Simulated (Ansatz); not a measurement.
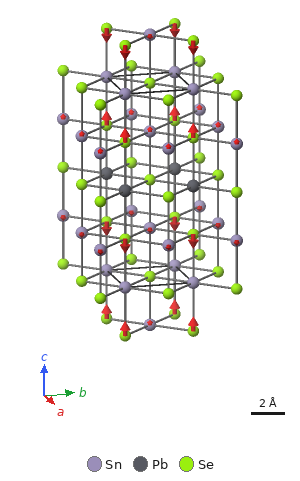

This is a relaxation of a crystal of Sn₃PbSe₄ (a generated structure, set up in P4/mmm). The starting structure is drawn; red arrows show the displacements, 20 times their true length.

The picture is a ball-and-stick view of the cell of the calculation, seen slightly off an axis.

All numbers below come from Ansatz 0.2.0, DFT PBE, scalar-relativistic, plane waves, PAW. Set-up: plane-wave cutoff 420 eV; k-point mesh 8 × 8 × 4; occupations gaussian; smearing width 0.01 eV; no spin polarisation; cell and atoms relaxed; force threshold 0.01 eV/Å; at most 80 steps.

Question: Which element moves most?

Answer: Selenium: up to 0.047 Å, against 0.017 Å for tin.

Question: What did the optimiser do to the structure, and how much energy did it gain?

Answer: The largest moves relative to the cell, 0.047 Å, are those of Se atoms. By element the largest moves are Se 0.047 Å, Sn 0.017 Å. Pb stays in place. The volume changes by −0.4 %, with a = b 4.321 → 4.315 Å (−0.1 %), c 12.222 → 12.208 Å (−0.1 %). Near-neighbour distances that change, for instance: Se–Sn 3.056 → 3.005 Å, Pb–Se 3.056 → 3.099 Å, Se–Sn 3.056 → 3.035 Å, Se–Sn 3.056 → 3.068 Å. The space group stays P4/mmm (No. 123). Over 2 accepted moves (3 points after the start) the energy falls by 1.3 meV per atom. The largest force component goes from 0.2 to 0.0021 eV/Å. The pressure goes from −0.19 to −0.01 GPa. At 1 point the geometry stayed and the basis and grid were re-selected for the new cell (energy shift of less than 0.05 meV per atom at most each time). Cost: 2.9 min on 1 thread of Arm Neoverse V2, with other jobs on the host, peak memory 0.81 GiB.
